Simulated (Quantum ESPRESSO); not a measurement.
# TePb (Fm-3m): modes at Γ and the response to a field

Which modes does TePb (Fm-3m) have at the zone centre?

Program: Quantum ESPRESSO 7.5. Level of theory: DFT LDA, scalar-relativistic, plane waves, GBRV ultrasoft pseudopotentials. Results are calculated unless marked as measured.

**Measured values to reproduce.**

“Correlated local dipoles in PbTe” (2017, arxiv:1709.02863) reports for PbTe, rocksalt, by single-crystal x-ray diffraction (melt-grown single-crystal fragment, about 42 um across, 125 K): lattice constant a (cubic lattice constant a at 125 K) 6.4397 ± 0.0001 Å.

For PbTe, rock salt (bulk crystal, 5 K), “Lattice Properties of PbX (X = S, Se, Te): Experimental Studies and ab initio Calculations Including Spin-Orbit Effects” (2008, arxiv:0808.3152) quotes earlier work: infrared mode (TO at Gamma) 18 cm⁻¹ [soft, strongly anharmonic mode near a ferroelectric instability].

This is a report of a sequence of runs, with most program output left out.

**1. Set-up**

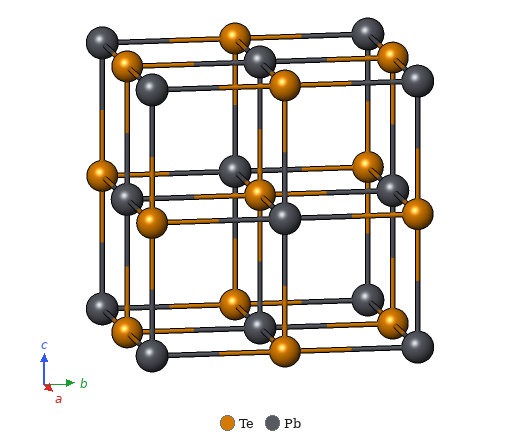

The cell as given, slightly off an axis (tellurium orange, lead dark grey). This picture shows the conventional cell, with its axes. Some periodic images of atoms are drawn too.

Structure file:

```
Te Pb
1.0
    -3.23100    0.00000    3.23100
     0.00000    3.23100    3.23100
    -3.23100    3.23100    0.00000
Te Pb
1 1
Direct
  0.50000 0.50000 0.50000
  0.00000 0.00000 0.00000
```

**2. A probe with smearing**

A cheap run with smearing and empty bands tells whether the crystal has a gap, which decides between fixed occupations and smearing later on.

Input file probe.in:

```
 &control
    calculation='scf',
    prefix='x',
    outdir='./tmp',
    pseudo_dir='./pseudo',
    tprnfor=.true.,
    tstress=.true.,
    verbosity='high',
 /
 &system
    ibrav=2,
    celldm(1)=12.21141022,
    nat=2,
    ntyp=2,
    ecutwfc=50.0,
    ecutrho=400.0,
    occupations='smearing',
    smearing='gaussian',
    degauss=0.01,
 /
 &electrons
    conv_thr=1.0d-07,
    mixing_beta=0.7,
    electron_maxstep=100,
 /
ATOMIC_SPECIES
 Te    127.6000  Te.upf
 Pb    207.2000  Pb.upf
ATOMIC_POSITIONS crystal
 Te     0.500000000   0.500000000   0.500000000
 Pb     0.000000000   0.000000000   0.000000000
K_POINTS automatic
 6 6 6 0 0 0
```

On the command line:

```bash
$ OMP_NUM_THREADS=1 mpirun -n 4 pw.x -nk 4 -in probe.in > probe.out
```

The job ended after 5.2 s (4 MPI ranks of Arm Neoverse V1, shared host; 20 s of CPU time).

Numbers from this step:

| Quantity | Value |
| --- | --- |
| volume per atom | 33.73 Å³ |
| pressure | -1.847 GPa |
| gap on the k-mesh | 0.6235 eV |

A gap of 0.62 eV opens on this mesh, so the crystal is taken as an insulator; the start stands at -1.8 GPa.

**3. Relaxation**

The relaxation runs at a cutoff a fifth above that of the response, since stress converges more slowly with the basis than frequencies do. Forces and stress are brought to rest with tight thresholds.

Input file relax.in:

```
 &control
    calculation='vc-relax',
    prefix='x',
    outdir='./tmp',
    pseudo_dir='./pseudo',
    tprnfor=.true.,
    tstress=.true.,
    forc_conv_thr=2.0d-05,
    etot_conv_thr=1.0d-07,
    nstep=40,
 /
 &system
    ibrav=2,
    celldm(1)=12.21141022,
    nat=2,
    ntyp=2,
    ecutwfc=60,
    ecutrho=480.0,
    occupations='fixed',
    nbnd=12,
 /
 &electrons
    conv_thr=1.0d-11,
    mixing_beta=0.7,
    electron_maxstep=100,
 /
 &ions
 /
 &cell
    press_conv_thr=0.2,
 /
ATOMIC_SPECIES
 Te    127.6000  Te.upf
 Pb    207.2000  Pb.upf
ATOMIC_POSITIONS crystal
 Te     0.500000000   0.500000000   0.500000000
 Pb     0.000000000   0.000000000   0.000000000
K_POINTS automatic
 6 6 6 0 0 0
```

On the command line:

```bash
$ OMP_NUM_THREADS=1 mpirun -n 4 pw.x -nk 4 -in relax.in > relax.out
```

Elapsed: 66 s, on 4 MPI ranks.

Relaxation path:

| step | energy less that of the first step (eV) | largest force (eV/Å) | pressure (GPa) | volume (Å³) |
| --- | --- | --- | --- | --- |
| 1 | 0.0000 | 0.0000 | -1.84 | 67.46 |
| 2 | -0.0064 | 0.0000 | -1.45 | 66.83 |
| 3 | -0.0131 | 0.0000 | -0.83 | 65.89 |
| 4 | -0.0160 | 0.0000 | 0.05 | 64.68 |
| 5 | -0.0160 | 0.0000 | 0.00 | 64.75 |
| 6 | -0.0160 | 0.0000 | 0.00 | 64.75 |
| 7 | -0.0157 | 0.0000 | 0.01 | 64.75 |

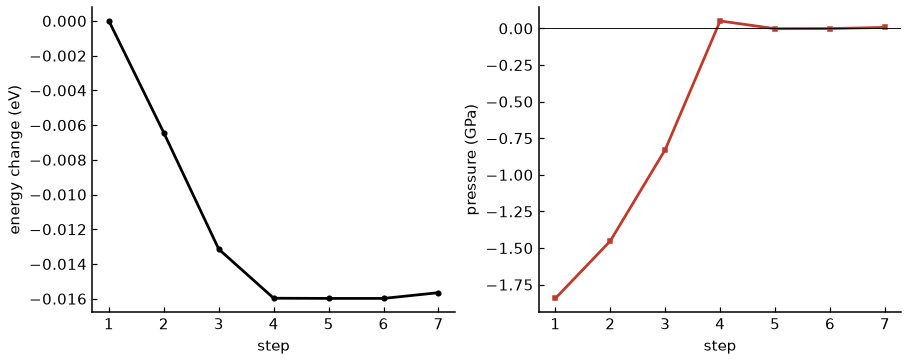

Energy and pressure along the relaxation.

| conventional cell, symmetrised | before | after | change |
| --- | --- | --- | --- |
| a (Å) | 6.462 | 6.374 | -1.4 % |
| b (Å) | 6.462 | 6.374 | -1.4 % |
| c (Å) | 6.462 | 6.374 | -1.4 % |
| volume (Å³/atom) | 33.73 | 32.37 | -4.0 % |

The relaxed structure:

```cif
data_structure
_symmetry_space_group_name_H-M 'P 1'
_symmetry_Int_Tables_number 1
_cell_length_a 4.5073
_cell_length_b 4.5073
_cell_length_c 4.5073
_cell_angle_alpha 60.000
_cell_angle_beta 60.000
_cell_angle_gamma 60.000
_cell_volume 64.75
loop_
_atom_site_label
_atom_site_type_symbol
_atom_site_fract_x
_atom_site_fract_y
_atom_site_fract_z
_atom_site_occupancy
Te1 Te 0.50000 0.50000 0.50000 1
Pb2 Pb 0.00000 0.00000 0.00000 1
```

The last row of the table of steps is pw.x's closing run on a basis chosen anew for the final cell, so its energy can jump.

This step gave:

* volume per atom: 32.37 Å³
* pressure: 0.007000 GPa
* gap on the k-mesh: 0.5306 eV

The volume changes by -4.0 % from the cell with which this run began.

**4. Self-consistent run for the response**

Perturbation theory inherits every error of the wavefunctions, so the threshold is set near the limit of the arithmetic. With a gap, occupations are fixed, which also allows the response to an electric field.

Input file scf.in:

```
 &control
    calculation='scf',
    prefix='x',
    outdir='./tmp',
    pseudo_dir='./pseudo',
    tprnfor=.true.,
    tstress=.true.,
 /
 &system
    ibrav=2,
    celldm(1)=12.04560425,
    nat=2,
    ntyp=2,
    ecutwfc=50.0,
    ecutrho=400.0,
    occupations='fixed',
    nbnd=12,
 /
 &electrons
    conv_thr=1.0d-12,
    mixing_beta=0.7,
    electron_maxstep=100,
 /
ATOMIC_SPECIES
 Te    127.6000  Te.upf
 Pb    207.2000  Pb.upf
ATOMIC_POSITIONS crystal
 Te     0.500000000   0.500000000   0.500000000
 Pb     0.000000000   0.000000000   0.000000000
K_POINTS automatic
 8 8 8 0 0 0
```

On the command line:

```bash
$ OMP_NUM_THREADS=1 mpirun -n 4 pw.x -nk 4 -in scf.in > scf.out
```

Run time: 15 s. Hardware: 4 MPI ranks.

Read from the output:

```yaml
pressure: -0.021 GPa
gap_on_the_k_mesh: 0.5308 eV
```

The cell stands at -0.021 GPa, close enough for phonons.

**5. Zone-centre response**

At q = 0 one unit cell holds all displacements; symmetry groups them into irreducible representations that are solved one by one. The response to a field gives ε∞ and the Born charges, which polar modes need.

Input file ph.in:

```
phonons
 &inputph
    prefix='x',
    outdir='./tmp',
    fildyn='g.dyn',
    tr2_ph=1.0d-18,
    epsil=.true.,
 /
0.000000000000 0.000000000000 0.000000000000
```

On the command line:

```bash
$ OMP_NUM_THREADS=1 mpirun -n 4 ph.x -nk 4 -in ph.in > ph.out
```

Wall time 3 min (4 MPI ranks).

Read from the output:

```
miss of the charge sum rule                                       : 0.06475 e
largest acoustic frequency at the zone centre before the sum rule : -4.97 cm⁻¹
highest optical zone-centre mode (no LO-TO term)                  : 42.32 cm⁻¹
lowest optical zone-centre mode                                   : 42.32 cm⁻¹
mean high-frequency dielectric constant                           : 36.60
largest Born charge in size (third of the trace)                  : 5.998 e
```

Born charge (rows field, columns displacement), before the sum rule (e), principal values of the symmetric part by kind of site:

| atom | atoms with these values | low | middle | high | mean |
| --- | --- | --- | --- | --- | --- |
| Te1 | 1 | -6.00 | -6.00 | -6.00 | -6.00 |
| Pb2 | 1 | 5.93 | 5.93 | 5.93 | 5.93 |

In full for Pb2:

```
5.93 0.00 0.00
0.00 5.93 0.00
0.00 0.00 5.93
```

High-frequency dielectric tensor:

```
36.60  0.00  0.00
 0.00 36.60  0.00
 0.00  0.00 36.60
```

The acoustic modes at Γ come out as far as 5.0 cm⁻¹ from zero, where they should vanish, a small numerical error; the Born charges miss their sum rule by 0.065 e, too much: mesh or cutoff is short for the field response.

**6. Zone-centre analysis**

A rigid shift of the crystal must cost nothing, but grids and finite bases break this; the acoustic sum rule is imposed before the matrix is diagonalised again. With Born charges the intensities follow, and the static dielectric tensor.

Input file dynmat.in:

```
 &input
    fildyn='g.dyn',
    asr='simple',
    fileig='dynmat.eig',
    lperm=.true.,
 /
```

On the command line:

```bash
$ dynmat.x -in dynmat.in > dynmat.out
```

Run time: 0.45 s. Hardware: 1 thread.

Numbers from this step:

| Quantity | Value |
| --- | --- |
| highest optical zone-centre mode (no LO-TO term) | 42.61 cm⁻¹ |
| lowest optical zone-centre mode | 42.61 cm⁻¹ |
| mean static dielectric constant | 225.2 |

Unit eigenvectors of the mass-weighted matrix after the sum rule; no LO-TO term. The modes at Γ (shares of kinetic energy by element, %):

| mode | frequency (cm⁻¹) | symmetry | Te % | Pb % |
| --- | --- | --- | --- | --- |
| 1 | 0.0 | acoustic | 38 | 62 |
| 2 | 0.0 | acoustic | 38 | 62 |
| 3 | 0.0 | acoustic | 38 | 62 |
| 4 | 42.6 | T1u | 62 | 38 |
| 5 | 42.6 | T1u | 62 | 38 |
| 6 | 42.6 | T1u | 62 | 38 |

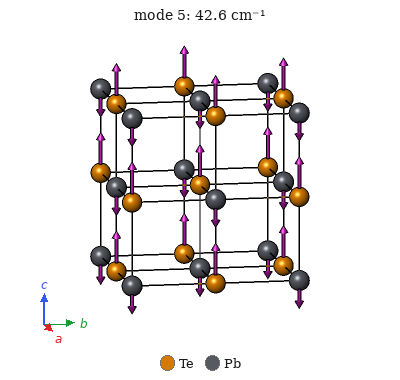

Displacement patterns of mode 5 at Γ; arrows are exaggerated. Some periodic images of atoms are drawn too.

Degenerate modes summed, no LO-TO term. Lines of the infrared spectrum (strongest = 100):

| position (cm⁻¹) | lines merged | label | IR intensity, relative |
| --- | --- | --- | --- |
| 43 | 3 | T1u | 100 |

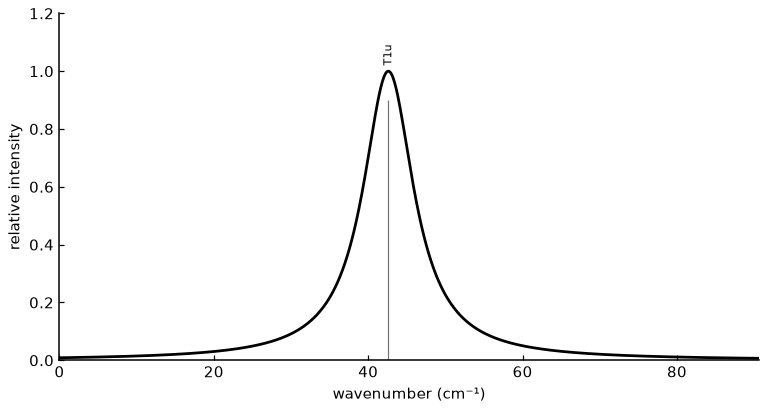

The infrared spectrum, broadened with Lorentzians of width 8 cm⁻¹; bars mark the lines.

Static dielectric tensor (ions relaxed, fixed cell):

```
225.2   0.0   0.0
  0.0 225.2   0.0
  0.0   0.0 225.2
```

The rule moves no optical mode by more than 0.3 cm⁻¹.

**7. Modes along a direction of q (1 0 0)**

A longitudinal polar mode sets up a macroscopic field that stiffens it; the term hangs on the direction from which q goes to zero.

Input file dynmat.in:

```
 &input
    fildyn='g.dyn',
    asr='simple',
    fileig='dynmat.eig',
    q(1)=1.0,
    q(2)=0.0,
    q(3)=0.0,
 /
```

On the command line:

```bash
$ dynmat.x -in dynmat.in > dynmat.out
```

Run time: 0.45 s. Hardware: 1 thread.

Read from the output:

| Quantity | Value |
| --- | --- |
| highest mode moved by the LO-TO term | 105.7 cm⁻¹ |

Zone-centre frequencies as printed; negative means imaginary. Modes:

| mode | frequency (cm⁻¹) |
| --- | --- |
| 1 | 0 |
| 2 | 0 |
| 3 | 0 |
| 4 | 42.61 |
| 5 | 42.61 |
| 6 | 105.7 |

The field moves one mode, from 43 to 106 cm⁻¹; the others stay.

**8. Results**

* space group after relaxation: Fm-3m
* volume per atom: 32.4 Å³
* gap on the k-mesh: 0.531 eV
* highest optical zone-centre mode (no LO-TO term): 42.6 cm⁻¹
* highest mode moved by the LO-TO term (probably not converged in the k mesh): 105.7 cm⁻¹
* mean high-frequency dielectric constant (probably not converged in the k mesh): 36.6
* largest Born charge in size (third of the trace) (probably not converged in the k mesh): 6.00 e
* mean static dielectric constant (probably not converged in the k mesh): 225.2
* imaginary optical modes at the zone centre (no q mesh in this session): none

What this shows: At the LDA level the optical modes of TePb (Fm-3m) at the zone centre (no LO-TO term) lie at 43 cm⁻¹. Along the directions run, the highest mode that the macroscopic field moves lies at 106 cm⁻¹. Lattice motion raises the mean dielectric constant from 36.60 to 225.2. The Born charges miss their sum rule by 0.065 e, a sign that the k mesh or the cutoff is short for the field response. ε∞, the Born charges and what follows from them are probably not converged in the k mesh. The Lyddane-Sachs-Teller relation holds: (ωLO/ωTO)² is 6.15 and ε₀/ε∞ is 6.15. These are harmonic frequencies at zero temperature: anharmonic shifts and linewidths and thermal expansion are left out. Spin-orbit coupling is left out, which can matter for the heavy elements here.

Comparison with the measured values:

```
                         quantity  measured  LDA GBRV ultrasoft, Quantum ESPRESSO
           lattice constant a (Å)    6.4397                        6.374 (-1.0 %)
infrared mode, TO at Gamma (cm⁻¹)        18                         43 (+136.7 %)
```

Measured values from arxiv:1709.02863 (2017) and arxiv:0808.3152 (2008).

How well it matches: The lattice constant a is off by -1.0 %: fair agreement. The infrared mode is off by +136.7 %: a clear miss. The grades are ours: good and fair within 0.7 and 1.5 % for the lattice constant a and 3 and 7 % for the infrared mode. Zero-point motion and thermal expansion (measured at up to 125 K) are not in the computed lattice constants and infrared mode. Limits of convergence are named above.

[Host names and launcher messages were left out of these logs when they were recorded.]

[Logs are printed without paths, hosts, clocks, repeated set-up lines and the standing remarks that a program may print on its own settings, such as how far it seeks lower states.]

[Hosts, paths, dates, database ids (printed as entryN), source tags and the programs' standing remarks are cut or masked in the printed files.]
